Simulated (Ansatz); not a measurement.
## Cu2O: one change and its effect

System: Cu2O, multiplicity 5.
Method of run 1: UKS r2SCAN-D4/def2-TZVP (Ansatz 0.2.0).

The geometry: r2SCAN-D4/def2-TZVP start. Text and figures count atoms from 1; the logs count them from 0 in places.

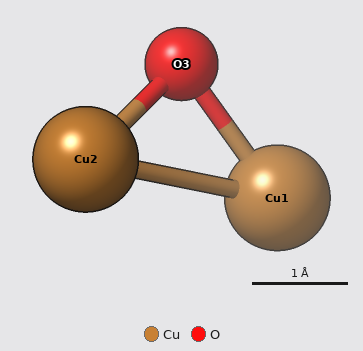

The starting structure (ball-and-stick view, seen at a tilt; atoms are numbered from 1 in the order of the input). Sticks mark near contacts.

The input, run 1:
```yaml
crystal:
  periodic: [false, false, false]
  atoms:
    - {symbol: Cu, position_ang: [-0.025513, -1.295827, -0.016426]}
    - {symbol: Cu, position_ang: [-0.774367, 1.039229, 0.020766]}
    - {symbol: O, position_ang: [0.799889, 0.256589, -0.004339]}
basis:
  gaussian: {orbitals: def2-TZVP}
magnetization: {spin_polarized: true, initial_magnetization: 4}
hamiltonian: {xc: r2scan, dispersion: d4}
scf: {lower_state_search: "off"}
output: {orbitals: {seedname: orbitals}}
relax: {f_tol: 0.02, max_steps: 100}
```

Command:
```bash
ansatz run in.yaml --threads 2 --pin off --events-out ev --progress --plain --max-ram 4352MiB
```

Hardware: 2 threads of Arm Neoverse V1, 23 GiB of memory available, shared host.

Output, shortened to warnings, some set-up lines, iterations and results (run 1):
```
[...]
mean field evaluation 1: about -91314.8503 eV, gradient 4.9e1 eV
mean field evaluation 2: about -91167.4314 eV, gradient 1.5e2 eV
mean field evaluation 4: about -91322.9737 eV, gradient 2.8e1 eV
mean field evaluation 8: about -91324.4162 eV, gradient 1.1e0 eV
mean field evaluation 16: about -91324.3721 eV, gradient 1.3e-2 eV
relax step   1: F+E_penalty+E_count = -91324.38437578 eV  Δ(F+E_penalty+E_count) = +0.000e0 eV  max|allowed force component| = 1.162e0 eV/Å  Δτ_max = 0.0000 Å  (24 SCF iters, …
mean field evaluation 32: about -91324.4079 eV, gradient 2.0e-4 eV
relax step   2: F+E_penalty+E_count = -91324.42012857 eV  Δ(F+E_penalty+E_count) = -3.575e-2 eV  max|allowed force component| = 7.435e-1 eV/Å  Δτ_max = 0.0201 Å  (27 SCF …
relax step   3: F+E_penalty+E_count = -91324.44835735 eV  Δ(F+E_penalty+E_count) = -2.823e-2 eV  max|allowed force component| = 9.629e-2 eV/Å  Δτ_max = 0.0377 Å  (30 SCF …
relax step   4: F+E_penalty+E_count = -91324.44890649 eV  Δ(F+E_penalty+E_count) = -5.491e-4 eV  max|allowed force component| = 7.627e-4 eV/Å  Δτ_max = 0.0063 Å  (29 SCF …
Total energy: -91324.44893019 eV, -3356.1115962495 hartree
Atom 0 at    -0.010846    -1.358202    -0.017369 Å, force    -0.000522     0.000564     0.000012 eV/Å
Atom 1 at    -0.798712     1.098500     0.021761 Å, force    -0.000097    -0.000763    -0.000009 eV/Å
Atom 2 at     0.809567     0.259693    -0.004392 Å, force     0.000619     0.000199    -0.000003 eV/Å
Dipole moment:     0.011876     0.003810    -0.000064 e Å
Checks for a lower state left out: stability, starts, cluster_reference, orbital_swaps, neighbouring_geometries, increment
```

The input of run 2 differs as follows (lines with − go, lines with + come):
```diff
-magnetization: {spin_polarized: true, initial_magnetization: 4}
+magnetization: {spin_polarized: true, initial_magnetization: 2}
```

Predict how the results change.

With the same method and basis, run 2 lies 43.8 kcal/mol lower. The LUMO goes from −6.36 to −4.78 eV. The dipole moment goes from 0.06 to 1.95 D.

Output, shortened to warnings, some set-up lines, iterations and results (run 2):
```
[...]
mean field evaluation 1: about -91315.1257 eV, gradient 5.6e1 eV
mean field evaluation 2: about -91141.8558 eV, gradient 1.5e2 eV
mean field evaluation 4: about -91321.2567 eV, gradient 5.0e1 eV
mean field evaluation 8: about -91326.3371 eV, gradient 2.2e0 eV
mean field evaluation 16: about -91326.3007 eV, gradient 1.3e-2 eV
relax step   1: F+E_penalty+E_count = -91326.31293946 eV  Δ(F+E_penalty+E_count) = +0.000e0 eV  max|allowed force component| = 1.031e0 eV/Å  Δτ_max = 0.0000 Å  (26 SCF iters, …
mean field evaluation 32: about -91326.3187 eV, gradient 6.8e-2 eV
relax step   2: F+E_penalty+E_count = -91326.33097761 eV  Δ(F+E_penalty+E_count) = -1.804e-2 eV  max|allowed force component| = 6.920e-1 eV/Å  Δτ_max = 0.0106 Å  (29 SCF …
relax step   3: F+E_penalty+E_count = -91326.34724622 eV  Δ(F+E_penalty+E_count) = -1.627e-2 eV  max|allowed force component| = 9.658e-2 eV/Å  Δτ_max = 0.0258 Å  (28 SCF …
relax step   4: F+E_penalty+E_count = -91326.34971380 eV  Δ(F+E_penalty+E_count) = -2.468e-3 eV  max|allowed force component| = 1.815e-2 eV/Å  Δτ_max = 0.0189 Å  (29 SCF …
Total energy: -91326.34973755 eV, -3356.1814496317 hartree
Atom 0 at    -0.054336    -1.294065    -0.016128 Å, force    -0.005240     0.018155     0.000284 eV/Å
Atom 1 at    -0.796788     1.021029     0.020746 Å, force     0.006296    -0.017816    -0.000289 eV/Å
Atom 2 at     0.851133     0.273027    -0.004617 Å, force    -0.001056    -0.000339     0.000006 eV/Å
Dipole moment:    -0.387474    -0.124297     0.002102 e Å
Checks for a lower state left out: stability, starts, cluster_reference, orbital_swaps, neighbouring_geometries, increment
```

The two runs side by side:

```tsv
quantity	run 1	run 2
outcome	converged	converged
total energy (hartree)	−3356.111596	−3356.181450
HOMO (eV)	−4.48	−4.44
LUMO (eV)	−6.36	−4.78
dipole moment (D)	0.06	1.95
⟨S²⟩	6.019	2.019
largest force (eV/Å)	0.001	0.019
basis functions	121	121
wall time (shared host)	21 s	20 s
```
